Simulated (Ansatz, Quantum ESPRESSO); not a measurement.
# RbErO2 (R-3m): zone-centre phonons, part 4 of 4

Which modes does RbErO2 (R-3m) have at the zone centre?

Quantum ESPRESSO 7.5; DFT PBEsol, scalar-relativistic, plane waves, PseudoDojo norm-conserving, 4f in core pseudopotentials.

So far, highest mode moved by the LO-TO term (cm⁻¹): step 9 (the LO-TO splitting (1 0 0)) 493; step 10 (q direction 0×0×1) 487; step 11 (q direction 1×1×1) 491.

## (12) Cross-check with Ansatz

A second program on the same cell, potentials, cutoff and meshes tests the implementation of the phonon response, not its convergence. Its field response is summed in its own way. Its k mesh is centred on Γ.

This step: DFT PBEsol, scalar-relativistic, plane waves, norm-conserving pseudopotentials, 4f in core (Ansatz 0.2.0).

Contents of input.yaml:

```yaml
crystal:
  lattice:
    - [1.7038930898, 0.9837431324, 6.4081754843]
    - [-1.7038930898, 0.9837431324, 6.4081754843]
    - [0.0, -1.9674862698, 6.4081754835]
  atoms:
    - { symbol: Rb, position: [0.0, 0.0, 0.0] }
    - { symbol: Er, position: [0.5, 0.5, 0.5] }
    - { symbol: O, position: [0.2249763988, 0.2249763988, 0.2249763988] }
    - { symbol: O, position: [0.7750236012, 0.7750236012, 0.7750236012] }
kpoints:
  mp_grid: { grid: [6, 6, 6] }
hamiltonian:
  xc: pbesol
  pseudopotentials:
    kind: nc
    azcp: { Er: "pseudopotentials/pbe/nc/lanthanide_3plus/Er.nc.azcp" }
    accuracy: standard
scf:
  occupations: { method: fixed }
output:
  eigenvalues: true
basis:
  ecutwfc: 979.61
phonons:
  method: dfpt
  dielectric: true
  rigid_motions: translations
```

Command:

```console
> ansatz run input.yaml --threads 8 --pin off --max-ram 16384MiB --backend cpu --events-out ev --progress --plain --runs-dir out
```

Numbers of over 12 decimals in the logs are rounded to 6 here.

The log of the run:

```text
Warning: basis.ecutwfc = 979.61 eV is below the records' recommended 1142.878222 eV, and the density's cutoff is lower with it unless basis.ecutrho_ratio is high enough to keep the records' density cutoff: compare with a run at a higher cutoff
Warning: <dir> the record states the generating functional pbe (its physics header spells it `PBE`), which answers neither for hamiltonian.xc's functional nor for the pbesol family's — results may be inconsistent (PPs are generated against a specific XC)
Engine: ansatz 0.2.0, aarch64-unknown-linux-gnu
Pseudopotentials: kind: nc
Pseudopotential: Rb, nc, valence charge 9, recommended cutoff 625.861884 eV (normal), Rb.nc.azcp (PseudoDojo's, or run here from an input of PseudoDojo's; its table is named by hamiltonian.pseudopotentials.accuracy)
Pseudopotential: Er, nc, valence charge 11, recommended cutoff 761.918815 eV (normal), <dir>
Pseudopotential: O, nc, valence charge 6, recommended cutoff 1142.878222 eV (normal), O.nc.azcp (PseudoDojo's, or run here from an input of PseudoDojo's; its table is named by hamiltonian.pseudopotentials.accuracy)
Functional definition: PBEsol
  exchange = pbesol_x
  correlation = pbesol_c
Crystal: 4 atoms, lattice volume = 64.448 Å³
Basis set: ecut = 979.61 eV, 4461 PW (Γ), exchange–correlation on 144×144×144 points (8 copies of the dense FFT grid, shifted against one another)
Bands: 20, of which v1, the nominal top of the filled ones, is band 16 counted from 1 (15 counted from 0)
Symmetry: 12 space group operations
k-points: 68 of 216 (irreducible under 2 space group operations, time reversal used)
Non-local potential: Rb, projectors of the file, l = 0: 2, l = 1: 2, l = 2: 2
Non-local potential: Er, projectors of the file, l = 0: 2, l = 1: 2, l = 2: 2, l = 3: 1
Non-local potential: O, projectors of the file, l = 0: 2, l = 1: 2, l = 2: 1
Initial density: superposition of atomic densities (chi_scale 0.1, normalization cell, long waves kept (reshape's long-wave potential 0.18 eV rms))
Initial wavefunctions: pseudopotential atomic-orbital guess
Functional: x = pbesol(κ = 0.804, μ = 0.123457), c = pbesol(β = 0.046)
SCF iter   1: F=—  HF=-2865.881746 eV  |F-HF|=—  |Δ(HF+E_count)|=         —  Δρ=6.05e-2  dr2=2.00e0  ethr=3.10e-3  ⟨swp⟩=5.2  Hψ=6309  notcnv=0  defer=53
preconditioner: auto → none  [insulator: Δε(μ)=2.315 eV  Ē_g=15.395 eV  n_scr=16 (ndim 8)  ℏωp=24.5 eV  f_vac=0.000  ε∞_Penn≈3.5]
SCF iter   2: F=—  HF=-2865.530929 eV  |F-HF|=—  |Δ(HF+E_count)|=   3.51e-1  Δρ=3.50e-2  dr2=8.81e-1  ethr=3.10e-3  ⟨swp⟩=3.1  Hψ=3064  notcnv=0  defer=124
SCF iter   3: F=—  HF=-2865.346404 eV  |F-HF|=—  |Δ(HF+E_count)|=   1.85e-1  Δρ=1.40e-2  dr2=7.17e-2  ethr=2.75e-3  ⟨swp⟩=2.2  Hψ=2265  notcnv=0  defer=128
SCF iter   4: F=—  HF=-2865.349139 eV  |F-HF|=—  |Δ(HF+E_count)|=   2.73e-3  Δρ=3.32e-3  dr2=8.43e-3  ethr=2.24e-4  ⟨swp⟩=3.2  Hψ=2626  notcnv=0  defer=136
SCF iter   5: F=—  HF=-2865.349801 eV  |F-HF|=—  |Δ(HF+E_count)|=   6.62e-4  Δρ=9.15e-4  dr2=2.62e-4  ethr=2.63e-5  ⟨swp⟩=3.1  Hψ=2205  notcnv=0  defer=136
SCF iter   6: F=—  HF=-2865.350013 eV  |F-HF|=—  |Δ(HF+E_count)|=   2.13e-4  Δρ=1.85e-4  dr2=9.16e-6  ethr=8.18e-7  ⟨swp⟩=2.0  Hψ=2136  notcnv=0  defer=136
SCF iter   7: F=—  HF=-2865.350023 eV  |F-HF|=—  |Δ(HF+E_count)|=   9.32e-6  Δρ=2.74e-5  dr2=1.56e-7  ethr=2.86e-8  ⟨swp⟩=2.0  Hψ=2300  notcnv=0  defer=79
SCF iter   8: F=—  HF=-2865.350019 eV  |F-HF|=—  |Δ(HF+E_count)|=   3.16e-6  Δρ=4.26e-6  dr2=7.24e-9  ethr=4.87e-10  ⟨swp⟩=2.0  Hψ=2124  notcnv=0  defer=29
SCF iter   9: F=—  HF=-2865.350019 eV  |F-HF|=—  |Δ(HF+E_count)|=   3.73e-9  Δρ=4.03e-7  dr2=1.07e-10  ethr=2.26e-11  ⟨swp⟩=2.0  Hψ=2374  notcnv=0  defer=29
SCF iter  10: F=-2865.350019 eV  HF=-2865.350019 eV  |F-HF|=1.36e-12  |Δ(HF+E_count)|=  1.50e-11  Δρ=9.41e-8  dr2=2.36e-12  ethr=1.00e-12  ⟨swp⟩=11.3  Hψ=9843  notcnv=0
SCF 1 converged in 10 iterations: F = -2865.350019 eV  dr2 = 2.36e-12
NSCF: frozen V_eff on 5 k-points
DFPT response loops at Γ: preconditioner auto → Resta (q_TF=auto, 2.428 Å⁻¹)  ε∞=4.1 (no band partly filled); β = 1.00, the filter's whole step (`scf.mixing.beta` (0.50) is not read by the response loops at its default; to damp them type it under 1.00, their step now; it binds the ground state too); Broyden in place of MSR1
── the response to a field inside a basis, on 8×8×8 k-points: an SCF that follows is theirs, and a resumed run solves both again ──
Bands: 17, of which v1, the nominal top of the filled ones, is band 16 counted from 1 (15 counted from 0)
k-points: 60 of 512
Initial density: handed on by an earlier stage of this run
Initial wavefunctions: pseudopotential atomic-orbital guess (no wavefunctions were taken with the density)
Eigensolver: Dense (60 Hₖ)
SCF iter   1: F=—  HF=-2865.347195 eV  |F-HF|=—  |Δ(HF+E_count)|=         —  Δρ=4.13e-4  dr2=9.92e-6  ethr=1.00e-1
preconditioner: auto → none  [insulator: Δε(μ)=3.592 eV  Ē_g=14.154 eV  n_scr=16 (ndim 8)  ℏωp=24.5 eV  f_vac=0.005  ε∞_Penn≈4.0]
SCF iter   2: F=—  HF=-2865.347205 eV  |F-HF|=—  |Δ(HF+E_count)|=   9.62e-6  Δρ=2.13e-4  dr2=3.91e-6  ethr=3.10e-8
SCF iter   3: F=—  HF=-2865.347207 eV  |F-HF|=—  |Δ(HF+E_count)|=   2.80e-6  Δρ=1.04e-4  dr2=1.94e-6  ethr=1.22e-8
SCF iter   4: F=-2865.347208 eV  HF=-2865.347208 eV  |F-HF|=3.81e-9  |Δ(HF+E_count)|=   3.63e-7  Δρ=7.75e-6  dr2=5.55e-9  ethr=6.07e-9
SCF 1 converged in 4 iterations: F = -2865.347208 eV  dr2 = 5.55e-9
DFPT response loops at Γ: mixed as the last ones told, above
SCF converged after 10 iterations
Free energy (F): -2865.350019 eV
Harris-Foulkes:  -2865.350019 eV  (|F-HF|=1.36e-12)
Internal energy: -2865.350019 eV  (E = F + TS)
E sigma→0 (E₀):  -2865.350019 eV
Fermi energy:    8.304201 eV
--- Per-component energies (eV) ---
  E_band       = -140.200909
  E_kinetic    = 1104.990944
  E_local      = -1594.676468  (includes V_loc(G=0)·N_el)
  E_nonlocal   = -176.368978
  E_hartree    = 567.141638
  E_xc         = -730.369356
  E_vxc        = -608.429655  (∫ρ·V_xc dr)
  E_ewald      = -2036.067799
  E_smearing   = -0.000000  (= −TS)
  E_closure    = -0.000000  (closes the sum)
  Σ components = -2865.350019   (vs F -2865.350019, Δ=0.00e0)
--- Band table (eV; the first three rows and the last of 68) ---
  k-point 0: bands = [... 12 lower, 6.2919, 8.1796, 8.3042, 8.3042, 12.2279, 13.8186, 14.7982, 14.7982]
  k-point 1: bands = [... 12 lower, 6.4899, 7.4778, 8.0983, 8.1404, 13.2435, 14.0410, 14.8777, 15.4322]
  k-point 2: bands = [... 12 lower, 6.7750, 7.2339, 7.8618, 8.0488, 13.2952, 13.6997, 15.3771, 15.9713]
  k-point 67: bands = [... 12 lower, 6.3392, 7.3745, 8.2185, 8.2185, 12.8871, 14.2121, 15.0265, 15.0265]
--- Phonons (Γ-DFPT): 6 representative perturbations + reference, on 68 of 216 k-points (Σ response iterations 20) ---
  k mesh reduced under 2 symmetry operations, with k and −k counted as one. Each operation leaves every solved perturbation unchanged. A smaller set is not considered because the run solves the response to a homogeneous field
  ASR residual: 4.537e-5 → 0.000e0 eV/Å²; symmetrization residual: 3.344e-6 eV/Å²
  ASR residual per site (eV/Å²): 4.54e-5 2.36e-5 4.26e-5 4.26e-5
  Γ frequencies (cm⁻¹): 0.00 0.00 0.00 69.64 69.64 147.55 221.19 221.19 326.55 363.58 363.58 482.53
  ε∞ (high-frequency dielectric tensor):
        3.895015     0.000000     0.000000
        0.000000     3.895015     0.000000
        0.000000     0.000000     3.512832
  ε⁰ (static dielectric tensor: ions relaxed, cell fixed):
       19.548966     0.000000     0.000000
        0.000000    19.548966     0.000000
        0.000000     0.000000    11.148362
  ε⁰ − ε∞ (ionic part):
       15.653951     0.000000     0.000000
        0.000000    15.653951     0.000000
        0.000000     0.000000     7.635530
  softest optical mode at Γ: 69.64 cm⁻¹; the repairs (sum rule, projections) moved no ω² at Γ by more than (1.19 cm⁻¹)²
  Born effective charges Z* (e; rows j = field, columns β = displacement):
    site 0:
         1.08403    0.00000    0.00000
         0.00000    1.08403   -0.00000
         0.00000   -0.00000    1.74841
    site 1:
         4.19840    0.00000    0.00000
         0.00000    4.19840    0.00000
         0.00000    0.00000    2.52157
    site 2:
        -2.64121    0.00000   -0.00000
         0.00000   -2.64121   -0.00000
         0.00000   -0.00000   -2.13499
    site 3:
        -2.64121    0.00000    0.00000
         0.00000   -2.64121   -0.00000
        -0.00000   -0.00000   -2.13499
  Z* charge neutrality: 7.626e-4 e pre-enforcement
  solved inside a basis spanned on kpoints, on 8×8×8 k-points, its susceptibility summed on 10×10×10: ε∞ is read to err by 1.0e-2, Z* by 1.7e-2 e (field_mesh: kpoints solves on kpoints); Z* is corrected for what the basis lacks
  optical modes at Γ without the LO–TO term, one row a degenerate level:
      ω (cm⁻¹)  modes    IR ((D/Å)²/amu)
         69.64      2             0.0603
        147.55      1             2.5023
        221.19      2            45.6747
        326.55      1            12.3459
        363.58      2             0.0000
        482.53      1             0.0000
  optical modes at Γ + LO–TO along q̂ = [1.0000, 0.0000, 0.0000]:
      ω (cm⁻¹)  modes    IR ((D/Å)²/amu)
         69.64      1             0.0301
         69.98      1             0.0010
        147.55      1             2.5023
        221.19      1            22.8374
        326.55      1            12.3459
        363.58      2             0.0000
        482.53      1             0.0000
        493.12      1            22.8665
  optical modes at Γ + LO–TO along q̂ = [0.0000, 1.0000, 0.0000]:
      ω (cm⁻¹)  modes    IR ((D/Å)²/amu)
         69.64      1             0.0301
         69.98      1             0.0010
        147.55      1             2.5023
        221.19      1            22.8374
        326.55      1            12.3459
        363.58      2             0.0000
        482.53      1             0.0000
        493.12      1            22.8665
  optical modes at Γ + LO–TO along q̂ = [0.0000, 0.0000, 1.0000]:
      ω (cm⁻¹)  modes    IR ((D/Å)²/amu)
         69.64      2             0.0603
        176.22      1             0.3613
        221.19      2            45.6747
        363.58      2             0.0000
        482.53      1             0.0000
        487.06      1            14.4869
```

Elapsed: 87 s, on 8 threads of Arm Neoverse V1, shared host; peak memory 2.2 GiB; 11 min of CPU time.

This step gave:

| Property | Result |
| --- | --- |
| sum-rule residual before enforcement | 4.54e-5 eV/Å² |
| miss of the charge sum rule | 7.63e-4 e |
| estimated error of the dielectric tensor | 0.01014 |
| estimated error of the Born charges | 0.01665 e |
| highest optical zone-centre mode (no LO-TO term) | 482.5 cm⁻¹ |
| lowest optical zone-centre mode | 69.64 cm⁻¹ |
| mean high-frequency dielectric constant | 3.768 |
| largest Born charge in size (third of the trace) | 3.639 e |
| mean static dielectric constant | 16.75 |
| highest mode moved by the LO-TO term | 493.1 cm⁻¹ |

Transverse modes. Lines of the infrared spectrum (strongest = 100):

```csv
position (cm⁻¹),label,"IR intensity ((D/Å)²/amu), degenerate modes summed, relative"
70,Eu,0.1
148,A2u,5.5
221,Eu,100
326,A2u,27
364,Eg,0.0
482,A1g,0.0
```

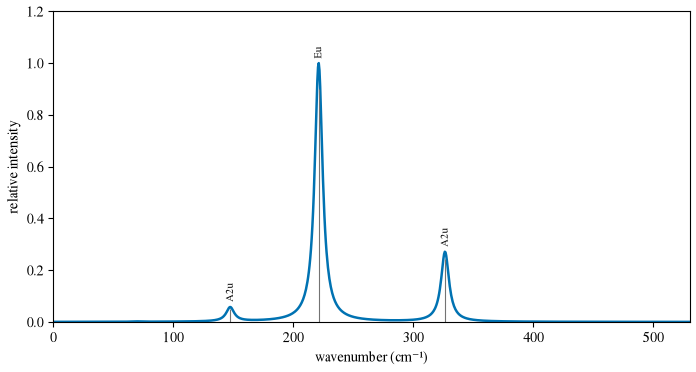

The infrared spectrum, broadened with Lorentzians of width 8 cm⁻¹; bars mark the lines.

## (13) Side by side: QE PseudoDojo and Ansatz, PseudoDojo

Numbers from this step:

```
root-mean-square difference : 0.23 cm⁻¹
largest difference          : 0.36 cm⁻¹
```

Frequencies side by side, by row:

```csv
q (reciprocal lattice),mode,QE PseudoDojo (cm⁻¹),"Ansatz, PseudoDojo (cm⁻¹)"
0 0 0,1,0,0
0 0 0,2,0,0
0 0 0,3,0,0
0 0 0,4,69.81,69.64
0 0 0,5,69.81,69.64
0 0 0,6,147.9,147.6
0 0 0,7,220.8,221.2
0 0 0,8,220.8,221.2
0 0 0,9,326.5,326.6
0 0 0,10,363.4,363.6
0 0 0,11,363.4,363.6
0 0 0,12,482.5,482.5
```

The two runs side by side. Further quantities:

```csv
quantity,QE PseudoDojo,"Ansatz, PseudoDojo"
mean ε∞,3.776,3.768
"largest Born charge in size (e; the first before, the second after the charge sum rule)",3.642,3.639
```

At the zone centre the largest difference (acoustic modes at Γ apart) is 0.07 % of the highest mode.

## (14) What came out

```json
{
  "space group after relaxation": "R-3m",
  "volume per atom": "16.1 Å³",
  "gap on the k-mesh": "3.56 eV",
  "highest optical zone-centre mode (no LO-TO term)": "482.5 cm⁻¹",
  "lowest optical zone-centre mode": "69.8 cm⁻¹",
  "highest mode moved by the LO-TO term": "492.9 cm⁻¹",
  "mean high-frequency dielectric constant": "3.78",
  "largest Born charge in size (third of the trace)": "3.64 e",
  "mean static dielectric constant": "16.8",
  "imaginary optical modes at the zone centre (no q mesh in this session)": "none",
  "largest difference from Ansatz, PseudoDojo": "0.36 cm⁻¹"
}
```

What this shows: At the PBEsol level the optical modes of RbErO2 (R-3m) at the zone centre (no LO-TO term) run from 70 to 483 cm⁻¹. Along the directions run, the highest mode that the macroscopic field moves lies at 493 cm⁻¹. Lattice motion raises the mean dielectric constant from 3.776 to 16.82. Of the 9 optical modes, 6 are infrared active alone and 3 are Raman active alone; inversion symmetry keeps the two sets apart. QE PseudoDojo and Ansatz, PseudoDojo agree to 0.36 cm⁻¹ (0.07 % of the highest mode compared) on all solved modes but the acoustic ones at Γ, without the LO-TO term. These are harmonic frequencies at zero temperature: anharmonic shifts and linewidths and thermal expansion are left out. Spin-orbit coupling is left out, which can matter for the heavy elements here. The 4f electrons are frozen in the core as for a trivalent ion, in files made for PBE, so their moments and any magnetic order are left out. The relaxation ran at 72 Ry, under the 84 Ry recommended for these files; the stress of so short a basis can leave the cell about one per cent too small. Ansatz warns that the cutoff lies 14 % under the one recommended for these files; agreement at one cutoff is not convergence.

[Host names and launcher messages were left out of these logs when they were recorded.]

[Logs are printed without paths, hosts, clocks, repeated set-up lines and the standing remarks that a program may print on its own settings, such as how far it seeks lower states.]

[Hosts, paths, dates, database ids (printed as entryN), source tags and the programs' standing remarks are cut or masked in the printed files.]
